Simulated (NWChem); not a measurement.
# CH5GaO (SMILES C[O][GaH2]): BP86-D3(BJ)/def2-SVP

We compute a geometry optimisation of CH5GaO. 

The results are computed with NWChem 7.3.0.

## (1) Starting point

CH5GaO: 8 atoms, total charge 0, spin state singlet. As SMILES, `C[O][GaH2]`. The coordinates come from a PBE0-D4/def2-TZVP relaxation. The run starts from this shape.

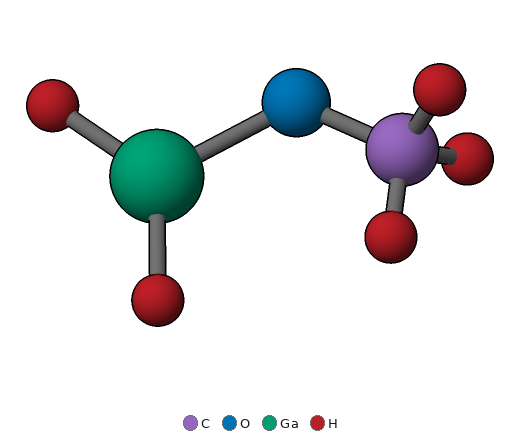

The structure, seen from a chosen angle (carbon purple, oxygen blue, gallium teal, hydrogen red).

## (2) A structure relaxation at BP86-D3(BJ)/def2-SVP

Input file mymol.nw:

```
start mymol
memory stack 880 mb heap 220 mb global 1100 mb

geometry units angstrom
C       -0.616800       0.972600      -0.422900
O       -0.705300      -0.273500       0.213500
Ga       0.703200      -1.302000       0.579300
H       -1.200200       0.962000      -1.350600
H        0.414200       1.256200      -0.676600
H       -1.030600       1.754200       0.224300
H        2.093900      -0.732800       0.142900
H        0.341700      -2.636700       1.290100
end

basis spherical bse
* library def2-SVP
end

dft
xc becke88 perdew86
mult 1
disp vdw 4
grid fine
convergence energy 1e-07
maxiter 100
mulliken
print low
end

driver
maxiter 60
end

freq
temp 2 298.15 500
end

task dft optimize
task dft frequencies
```

Command:

```bash
$ nwchem mymol.nw > mymol.out
```

The program printed:

```text
[...]
 Group name             Cs
[...]
 d= 0,ls=0.0,diis     1  -2041.0333062137 -2.23D+03  2.68D-02  6.39D-01     1.5
[...]
         Total DFT energy =    -2041.119314438870
[...]
@    0   -2041.11931444  0.0D+00  0.01180  0.00547  0.00000  0.00000     15.3
[...]
         Total DFT energy =    -2041.120277776557
[...]
@    1   -2041.12027778 -9.6D-04  0.00403  0.00119  0.02592  0.05451     25.4
[...]
@    4   -2041.12036983 -1.7D-06  0.00021  0.00008  0.00126  0.00352     62.7
[...]
         Total DFT energy =  -2041.120371213908
[...]
@    5   -2041.12037121 -1.4D-06  0.00009  0.00003  0.00190  0.00550     71.8
[...]
         Total DFT energy =    -2041.120371310568
[...]
         Total DFT energy =  -2041.120371310568
                         DFT ENERGY GRADIENTS
    atom               coordinates                        gradient
                 x          y          z           x          y          z
   1 C       0.509103   3.862782   0.000000    0.000005  -0.000022   0.000000
   2 O      -1.063816   1.705169   0.000000   -0.000012  -0.000059   0.000000
   3 Ga      0.072657  -1.506631   0.000000   -0.000014   0.000139   0.000000
   4 H       0.119102   5.048989  -1.696215    0.000001  -0.000000  -0.000002
   5 H       2.572359   3.410264   0.000000    0.000001  -0.000000   0.000000
   6 H       0.119102   5.048989   1.696215    0.000001  -0.000000   0.000002
   7 H       3.033225  -1.837987   0.000000    0.000052  -0.000026   0.000000
   8 H      -2.128717  -3.481450   0.000000   -0.000035  -0.000032   0.000000
[...]
@    6   -2041.12037131 -9.7D-08  0.00008  0.00002  0.00021  0.00049     78.1
[...]
      Optimization converged
[...]
@    6   -2041.12037131 -9.7D-08  0.00008  0.00002  0.00021  0.00049     78.1
[...]
 d= 0,ls=0.0,diis     4  -2041.1203720123 -1.86D-11  1.50D-08  3.41D-12    84.0
         Total DFT energy =    -2041.120372012325
      One electron energy =    -3203.769464168378
           Coulomb energy =     1071.629690708150
    Exchange-Corr. energy =      -91.113568593634
 Nuclear repulsion energy =      182.139350922062
    Dispersion correction =       -0.006380880525
[...]
 Zero-Point correction to Energy  =   33.287 kcal/mol  (  0.053046 au)
 Thermal correction to Energy     =   40.667 kcal/mol  (  0.064807 au)
 Thermal correction to Enthalpy   =   41.660 kcal/mol  (  0.066389 au)
 Total Entropy                    =   83.934 cal/mol-K
   - Translational                =   42.325 cal/mol-K (mol. weight = 101.9597)
   - Rotational                   =   25.443 cal/mol-K (symmetry #  =        1)
   - Vibrational                  =   16.166 cal/mol-K
 Cv (constant volume heat capacity) =   22.954 cal/mol-K
   - Translational                  =    2.979 cal/mol-K
   - Rotational                     =    2.979 cal/mol-K
   - Vibrational                    =   16.995 cal/mol-K
[...]
```

Wall time 3.4 min (1 thread of AMD EPYC 7B13 (Zen 3), shared host); peak memory 0.19 GiB.

The path in brief:

```
step  energy from the first frame kept (eV)
   0                                 0.0000
   1                                -0.0262
   2                                -0.0284
   3                                -0.0287
   4                                -0.0287
   5                                -0.0288
   6                                -0.0288
```

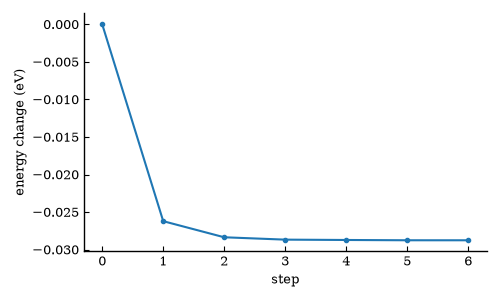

Energy along the run.

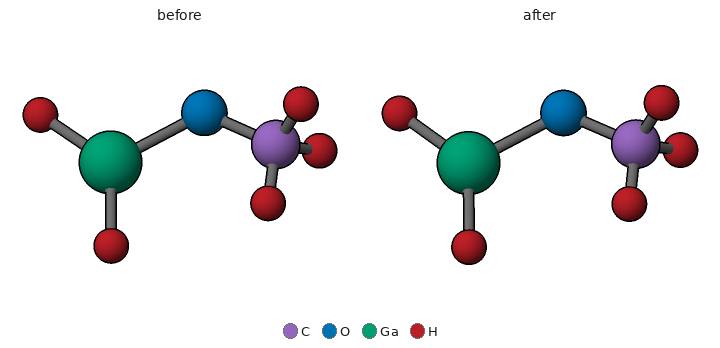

Before and after, at one scale.

After the run. Bond lengths: C1–O2 1.413 Å, O2–Ga3 1.803 Å, C1–H4 1.115 Å, C1–H5 1.118 Å, C1–H6 1.115 Å, Ga3–H7 1.576 Å, Ga3–H8 1.565 Å. Angles: C1–O2–Ga3 124.4°, O2–C1–H4 110.2°, O2–C1–H5 113.7°, O2–C1–H6 110.2°, O2–Ga3–H7 115.9°, O2–Ga3–H8 112.4°, H4–C1–H5 107.5°, H4–C1–H6 107.3°, H5–C1–H6 107.5°, H7–Ga3–H8 131.7°.

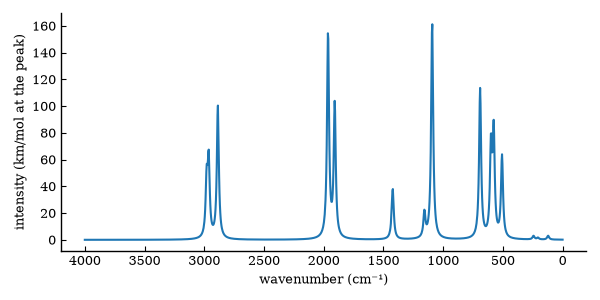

Harmonic infrared spectrum, unscaled, lines broadened by 10 cm⁻¹.

## (3) Summary of results

At BP86-D3(BJ)/def2-SVP:

| quantity | value |
| --- | --- |
| total energy at the end | -2041.12037 Eh |
| dispersion energy | -16.75 kJ/mol |
| lowest harmonic wavenumber | 121 cm⁻¹ |
| highest harmonic wavenumber | 2980 cm⁻¹ |
| zero-point energy | 139.3 kJ/mol |
| ideal-gas entropy at 298.15 K (symmetry number 1 as used) | 72.7 cal/(mol K) |

In words: At the final geometry: Bond lengths: C1–O2 1.413 Å, O2–Ga3 1.803 Å, C1–H4 1.115 Å, C1–H5 1.118 Å, C1–H6 1.115 Å, Ga3–H7 1.576 Å, Ga3–H8 1.565 Å. Angles: C1–O2–Ga3 124.4°, O2–C1–H4 110.2°, O2–C1–H5 113.7°, O2–C1–H6 110.2°, O2–Ga3–H7 115.9°, O2–Ga3–H8 112.4°, H4–C1–H5 107.5°, H4–C1–H6 107.3°, H5–C1–H6 107.5°, H7–Ga3–H8 131.7°. All 18 modes are real, so the shape is a minimum at this level. The optimisation took 7 steps and changed the energy by -0.029 eV.
